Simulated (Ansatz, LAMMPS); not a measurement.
**Squeezing and shearing amorphous Hg32S25Se7 (64 atoms)**

How stiff is amorphous Hg32S25Se7 (64 atoms), and how do its levels respond to strain?

Program: Ansatz 0.2.0. Level of theory: Kohn-Sham DFT, PBE, PAW (set soft_1), plane waves. Results are calculated unless marked as measured.

### Step 1. The structure

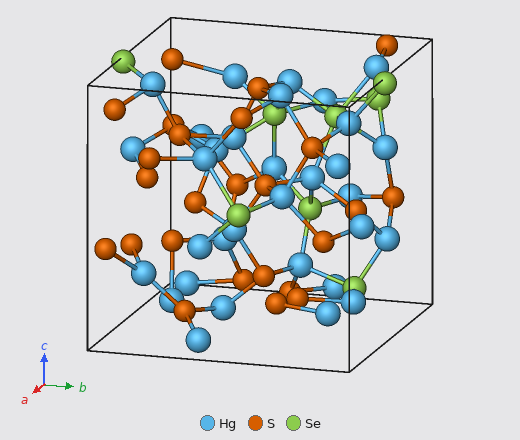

The starting structure, seen slightly off an axis (mercury blue, sulfur orange, selenium green). Some periodic images of atoms are drawn too.

The cell holds 64 atoms: 32 Hg, 25 S and 7 Se. Its edges and angles: a = 12.097 Å, b = 12.097 Å, c = 12.097 Å, α = 90.0°, β = 90.0°, γ = 90.0°. 64 atoms (32 Hg, 25 S, 7 Se) placed at random at 7.29 g/cm³, melted at 2500 K for 10 ps at fixed volume with the Stillinger-Weber II-VI potential (Zhou et al., Phys. Rev. B 88, 085309 (2013)). Quenched from 2500 K to 300 K at 5 K/ps and fixed volume, held 5 ps.

Limits known from the start: The quench rate of 5 K/ps is orders of magnitude faster than experiment, which tends to freeze in extra defects. The network of bonds at the start is that of the classical potential that made the cell, and needn't be the one that DFT or experiment would give. Only the Γ point is sampled. Spin–orbit coupling is left out, which matters for the levels of the heavy elements.

### Step 2. Single point at the start

A single point comes first, to see the forces before anything moves.

The input, input.yaml:

```yaml
crystal:
  lattice:
    - [12.0967, 0.0, 0.0]
    - [0.0, 12.0967, 0.0]
    - [0.0, 0.0, 12.0967]
  atoms:
    - { symbol: Hg, position: [0.79257, 0.98205, 0.49535] }
    - { symbol: Hg, position: [0.7767, 0.14351, 0.24672] }
    - { symbol: Hg, position: [0.57102, 0.42399, 0.38244] }
    - { symbol: Hg, position: [0.15611, 0.4446, 0.50855] }
    - { symbol: Hg, position: [0.15594, 0.29503, 0.84272] }
    - { symbol: Hg, position: [0.35485, 0.28542, 0.61634] }
    - { symbol: Hg, position: [0.72152, 0.16062, 0.94646] }
    - { symbol: Hg, position: [0.87401, 0.91701, 0.7381] }
    - { symbol: Hg, position: [0.4063, 0.13247, 0.04912] }
    - { symbol: Hg, position: [0.34781, 0.60618, 0.20536] }
    - { symbol: Hg, position: [0.9033, 0.393, 0.04769] }
    - { symbol: Hg, position: [0.70023, 0.6429, 0.93785] }
    - { symbol: Hg, position: [0.5412, 0.37235, 0.07493] }
    - { symbol: Hg, position: [0.53918, 0.85158, 0.80915] }
    - { symbol: Hg, position: [0.32429, 0.93037, 0.32469] }
    - { symbol: Hg, position: [0.27576, 0.87362, 0.95393] }
    - { symbol: Hg, position: [0.20379, 0.27098, 0.24147] }
    - { symbol: Hg, position: [0.0384, 0.64024, 0.04647] }
    - { symbol: Hg, position: [0.40632, 0.67017, 0.55511] }
    - { symbol: Hg, position: [0.03482, 0.59927, 0.74439] }
    - { symbol: Hg, position: [0.4738, 0.00626, 0.6257] }
    - { symbol: Hg, position: [0.07089, 0.13945, 0.58046] }
    - { symbol: Hg, position: [0.59577, 0.88743, 0.15287] }
    - { symbol: Hg, position: [0.20024, 0.88286, 0.63368] }
    - { symbol: Hg, position: [0.06441, 0.08226, 0.02128] }
    - { symbol: Hg, position: [0.33116, 0.56031, 0.88849] }
    - { symbol: Hg, position: [0.04772, 0.70086, 0.39597] }
    - { symbol: Hg, position: [0.55093, 0.41628, 0.72425] }
    - { symbol: Hg, position: [0.98593, 0.91461, 0.21125] }
    - { symbol: Hg, position: [0.8921, 0.39518, 0.39693] }
    - { symbol: Hg, position: [0.7362, 0.65969, 0.56752] }
    - { symbol: Hg, position: [0.84482, 0.3988, 0.71676] }
    - { symbol: S, position: [0.14241, 0.89513, 0.43206] }
    - { symbol: S, position: [0.47145, 0.85805, 0.46338] }
    - { symbol: S, position: [0.2555, 0.08718, 0.9154] }
    - { symbol: S, position: [0.9458, 0.05133, 0.37403] }
    - { symbol: S, position: [0.63627, 0.11198, 0.56954] }
    - { symbol: S, position: [0.56815, 0.54314, 0.55719] }
    - { symbol: S, position: [0.06834, 0.27594, 0.40964] }
    - { symbol: S, position: [0.72777, 0.28426, 0.10365] }
    - { symbol: S, position: [0.89292, 0.55492, 0.89559] }
    - { symbol: S, position: [0.71537, 0.76843, 0.755] }
    - { symbol: S, position: [0.98286, 0.23059, 0.73984] }
    - { symbol: S, position: [0.06919, 0.84826, 0.98196] }
    - { symbol: S, position: [0.09301, 0.30801, 0.05923] }
    - { symbol: S, position: [0.93301, 0.70041, 0.2184] }
    - { symbol: S, position: [0.27696, 0.09825, 0.67315] }
    - { symbol: S, position: [0.60535, 0.04231, 0.30292] }
    - { symbol: S, position: [0.22166, 0.527, 0.06507] }
    - { symbol: S, position: [0.69931, 0.80628, 0.39993] }
    - { symbol: S, position: [0.69417, 0.25461, 0.75668] }
    - { symbol: S, position: [0.36632, 0.12257, 0.26214] }
    - { symbol: S, position: [0.89757, 0.07105, 0.88873] }
    - { symbol: S, position: [0.48097, 0.24637, 0.44662] }
    - { symbol: S, position: [0.54069, 0.50676, 0.91419] }
    - { symbol: S, position: [0.69682, 0.70654, 0.17732] }
    - { symbol: S, position: [0.53694, 0.52609, 0.20579] }
    - { symbol: Se, position: [0.20835, 0.46293, 0.72822] }
    - { symbol: Se, position: [0.93759, 0.55713, 0.54015] }
    - { symbol: Se, position: [0.25362, 0.61332, 0.39583] }
    - { symbol: Se, position: [0.56532, 0.99826, 0.97882] }
    - { symbol: Se, position: [0.05168, 0.80995, 0.77378] }
    - { symbol: Se, position: [0.33707, 0.73973, 0.77494] }
    - { symbol: Se, position: [0.38445, 0.82419, 0.14588] }
kpoints:
  mp_grid: { grid: [1, 1, 1] }
hamiltonian:
  xc: pbe
  pseudopotentials: { kind: paw, azcp: { folder: soft_1 } }
scf:
  occupations: { method: fermi_dirac, width: 0.025 }
output:
  forces: true
```

Command:

```sh
> ansatz run input.yaml --threads 4 --pin off --max-ram 15872MiB --backend cpu --events-out ev --progress --plain --runs-dir out
```

Numbers of over 12 decimals in the logs are rounded to 6 here.

Output:

```text
Engine: ansatz 0.2.0, x86_64-unknown-linux-gnu
Pseudopotentials: kind: paw
Pseudopotential: Hg, paw, valence charge 20, recommended cutoff 420 eV (normal), soft_1/Hg.paw.azcp
Pseudopotential: S, paw, valence charge 6, recommended cutoff 420 eV (normal), soft_1/S.paw.azcp
Pseudopotential: Se, paw, valence charge 16, recommended cutoff 420 eV (normal), soft_1/Se.paw.azcp
[... 5 lines on functional and potentials left out ...]
Crystal: 64 atoms, lattice volume = 1770.112 Å³
Basis set: ecut = 420 eV, 34505 PW (Γ), exchange–correlation on 162×162×162 points (8 copies of the dense FFT grid, shifted against one another)
Bands: 515, of which v1, the nominal top of the filled ones, is band 451 counted from 1 (450 counted from 0)
Symmetry: 1 space group operations
Space group: P1 (ITA 1), of the structure as read, at distance tolerance 1.2e-4 Å
k-points: 1
[... 7 lines on functional and potentials left out ...]
Initial density: superposition of atomic densities (chi_scale 0.1, normalization cell, long waves kept (reshape's long-wave potential 0.34 eV rms))
Initial wavefunctions: pseudopotential atomic-orbital guess
Functional: x = pbe(κ = 0.804, μ = 0.219515), c = pbe(β = 0.066725)
SCF iter   1: F=—  HF=-502929.378390 eV  |F-HF|=—  |Δ(HF+E_count)|=         —  Δρ=2.94e-2  dr2=5.13e1  ethr=3.10e-3  ⟨swp⟩=6.0  Hψ=1984  notcnv=0  defer=3
preconditioner: auto → LDOS  [insulator: Δε(μ)=0.123 eV  Ē_g=8.993 eV  σ=0.025 eV  W_gap=0.84  n_scr=460 (ndim 8)  ℏωp=21.2 eV  f_vac=0.132  D(μ)=11.87/eV (n_scr^D=32)  ε∞_Penn≈6.5  β→1.0]
SCF iter   2: F=—  HF=-502925.933421 eV  |F-HF|=—  |Δ(HF+E_count)|=    3.44e0  Δρ=2.09e-2  dr2=2.89e1  ethr=3.10e-3  ⟨swp⟩=3.0  Hψ=944  notcnv=0  defer=53
SCF iter   3: F=—  HF=-502922.660730 eV  |F-HF|=—  |Δ(HF+E_count)|=    3.27e0  Δρ=6.10e-3  dr2=2.33e0  ethr=3.10e-3  ⟨swp⟩=3.0  Hψ=769  notcnv=0  defer=53
SCF iter   4: F=—  HF=-502922.378317 eV  |F-HF|=—  |Δ(HF+E_count)|=   2.82e-1  Δρ=2.05e-3  dr2=2.02e-1  ethr=2.58e-4  ⟨swp⟩=3.0  Hψ=621  notcnv=0  defer=48
SCF iter   5: F=—  HF=-502922.368072 eV  |F-HF|=—  |Δ(HF+E_count)|=   1.02e-2  Δρ=9.03e-4  dr2=3.77e-2  ethr=2.23e-5  ⟨swp⟩=2.0  Hψ=764  notcnv=0  defer=48
SCF iter   6: F=—  HF=-502922.365067 eV  |F-HF|=—  |Δ(HF+E_count)|=   3.00e-3  Δρ=4.94e-4  dr2=1.08e-2  ethr=4.18e-6  ⟨swp⟩=2.0  Hψ=748  notcnv=0  defer=48
SCF iter   7: F=—  HF=-502922.363869 eV  |F-HF|=—  |Δ(HF+E_count)|=   1.20e-3  Δρ=2.92e-4  dr2=3.76e-3  ethr=1.20e-6  ⟨swp⟩=2.0  Hψ=713  notcnv=0  defer=48
SCF iter   8: F=—  HF=-502922.363465 eV  |F-HF|=—  |Δ(HF+E_count)|=   4.04e-4  Δρ=1.29e-4  dr2=7.11e-4  ethr=4.17e-7  ⟨swp⟩=2.0  Hψ=563  notcnv=0  defer=48
SCF iter   9: F=—  HF=-502922.363119 eV  |F-HF|=—  |Δ(HF+E_count)|=   3.47e-4  Δρ=5.34e-5  dr2=1.11e-4  ethr=7.88e-8  ⟨swp⟩=2.0  Hψ=742  notcnv=0  defer=48
SCF iter  10: F=—  HF=-502922.363071 eV  |F-HF|=—  |Δ(HF+E_count)|=   4.78e-5  Δρ=2.39e-5  dr2=2.39e-5  ethr=1.23e-8  ⟨swp⟩=2.0  Hψ=776  notcnv=0  defer=48
SCF iter  11: F=—  HF=-502922.366972 eV  |F-HF|=—  |Δ(HF+E_count)|=   3.90e-3  Δρ=1.08e-5  dr2=5.12e-6  ethr=2.65e-9  ⟨swp⟩=2.0  Hψ=765  notcnv=0  defer=48
SCF iter  12: F=—  HF=-502922.366971 eV  |F-HF|=—  |Δ(HF+E_count)|=   5.52e-7  Δρ=4.60e-6  dr2=1.08e-6  ethr=5.68e-10  ⟨swp⟩=2.0  Hψ=718  notcnv=0  defer=48
SCF iter  13: F=—  HF=-502922.366971 eV  |F-HF|=—  |Δ(HF+E_count)|=   1.49e-7  Δρ=2.15e-6  dr2=2.29e-7  ethr=1.20e-10  ⟨swp⟩=3.0  Hψ=719  notcnv=0  defer=48
SCF iter  14: F=-502922.366971 eV  HF=-502922.366971 eV  |F-HF|=4.42e-8  |Δ(HF+E_count)|=   2.51e-8  Δρ=1.14e-6  dr2=5.90e-8  ethr=1.11e-11  ⟨swp⟩=4.0  Hψ=1678  notcnv=0
SCF 1 converged in 14 iterations: F = -502922.366971 eV  dr2 = 5.90e-8
  greatest PAW one-centre occupation: 1.000 electrons in one spin orbital (limit 2), on the Hg atom at site 6 (counted from 0), in its partial waves of l = 0
SCF converged after 14 iterations
Free energy (F): -502922.366971 eV
Harris-Foulkes:  -502922.366971 eV  (|F-HF|=4.42e-8)
Internal energy: -502922.313449 eV  (E = F + TS)
E sigma→0 (E₀):  -502922.340210 eV
Entropy (-TS):   -0.053522 eV (-0.836 meV/atom)
Fermi energy:    7.722152 eV
--- Per-component energies (eV) ---
  E_band       = -19298.431833
  E_kinetic    = 21755.514467
  E_local      = -140924.756327  (includes V_loc(G=0)·N_el)
  E_nonlocal   = 1044.905686
  E_hartree    = 62781.920486
  E_xc         = -9502.272149
  E_vxc        = -10623.273866  (∫ρ·V_xc dr)
  E_paw        = -348746.531573  (= ΣΔE_a)
  E_vpaw       = -16114.661679  (= ΣTr[D̂ρ^β])
  E_aug_tail   = 0.012768  (compensation charges beyond the density's cutoff)
  E_ewald      = -89331.106807
  E_smearing   = -0.053522  (= −TS)
  E_closure    = -0.000000  (closes the sum)
  Σ components = -502922.366971   (vs F -502922.366971, Δ=0.00e0)
--- Forces (eV/Å), atoms counted from 1 ---
  atom   1  Hg    -0.74519323    -0.33592604     0.07904236
  atom   2  Hg     0.22865957    -0.45406208     0.85803659
  atom   3  Hg    -0.58999059    -0.31478048    -0.26978597
  atom   4  Hg     0.27588553    -0.37327437    -0.62177958
  atom   5  Hg    -0.19938959    -0.72730051     0.65146440
  atom   6  Hg     0.61537815     0.15441815    -0.35365224
  atom   7  Hg    -0.13687379    -0.67711626    -0.76177227
  atom   8  Hg    -0.88121848     0.56379835     0.08772047
  atom   9  Hg    -0.31984708     0.16129566     0.57622456
  atom  10  Hg     0.04968435     0.29594198    -0.36756777
  atom  11  Hg    -0.14879645    -0.07833690    -0.23673799
  atom  12  Hg     0.08333786     0.39325912     0.79579239
  atom  13  Hg    -0.71485154    -0.70890423    -0.16870060
  atom  14  Hg    -0.62435077     0.09176759     0.21974474
[...]
atom  63  Se     0.96486845     0.95455466    -0.56717024
  atom  64  Se    -0.53166183    -0.51699999    -0.48605697
  max |Σ_I F_I| component: 3.34e-5 eV/Å
```

Run time: 19 s. Hardware: 4 threads of Intel Xeon Platinum 8488C (Sapphire Rapids), shared host; peak memory 2.6 GiB; 71 s of CPU time.

The r.m.s. force at the start is 0.49 eV/Å.

(Continued in part 2 of 4.)

[Logs are printed without paths, hosts, clocks, repeated set-up lines and the standing remarks that a program may print on its own settings, such as how far it seeks lower states.]

[Hosts, paths, dates, database ids (printed as entryN), source tags and the programs' standing remarks are cut or masked in the printed files.]
